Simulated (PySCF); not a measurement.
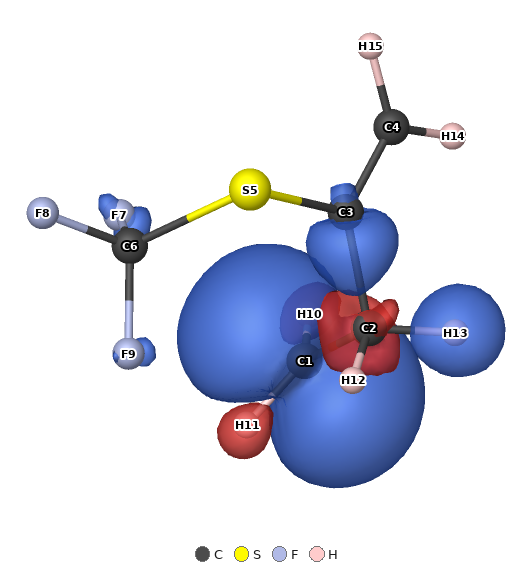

Figure. C5H6F3S (SMILES [CH2]CC(=C)SC(F)(F)F) (doublet). Isosurfaces of the spin density at +0.015 (blue) and −0.015 e/Å³ (red), seen at a tilt.

Geometry: GFN2-xTB.

Theory: UKS B3LYP, pcH-1 on C F H S, non-relativistic, mean-field spin-orbit, GIAO in PySCF 2.14.0, density-fitted response routines.

```json
{"atom": "C", "x (Å)": "-1.2261", "y (Å)": "-0.8437", "z (Å)": "-0.9336"}
{"atom": "C", "x (Å)": "-0.7272", "y (Å)": "0.5420", "z (Å)": "-1.0106"}
{"atom": "C", "x (Å)": "-0.1179", "y (Å)": "0.9611", "z (Å)": "0.3091"}
{"atom": "C", "x (Å)": "-0.7898", "y (Å)": "1.4262", "z (Å)": "1.3474"}
{"atom": "S", "x (Å)": "1.6708", "y (Å)": "0.8400", "z (Å)": "0.4476"}
{"atom": "C", "x (Å)": "1.8620", "y (Å)": "-0.9690", "z (Å)": "0.2765"}
{"atom": "F", "x (Å)": "0.9682", "y (Å)": "-1.6432", "z (Å)": "1.0006"}
{"atom": "F", "x (Å)": "3.0723", "y (Å)": "-1.3275", "z (Å)": "0.6933"}
{"atom": "F", "x (Å)": "1.7400", "y (Å)": "-1.3880", "z (Å)": "-0.9858"}
{"atom": "H", "x (Å)": "-1.9131", "y (Å)": "-1.1144", "z (Å)": "-0.1552"}
{"atom": "H", "x (Å)": "-0.8295", "y (Å)": "-1.6137", "z (Å)": "-1.5642"}
{"atom": "H", "x (Å)": "0.0036", "y (Å)": "0.6495", "z (Å)": "-1.8126"}
{"atom": "H", "x (Å)": "-1.5581", "y (Å)": "1.2342", "z (Å)": "-1.2041"}
{"atom": "H", "x (Å)": "-1.8561", "y (Å)": "1.5702", "z (Å)": "1.2983"}
{"atom": "H", "x (Å)": "-0.3036", "y (Å)": "1.6842", "z (Å)": "2.2713"}
```

> Which atoms carry the spin?

The unpaired spin (1 electron) lies mostly on C1 (about 0.7), in electrons by Hirshfeld's partition.
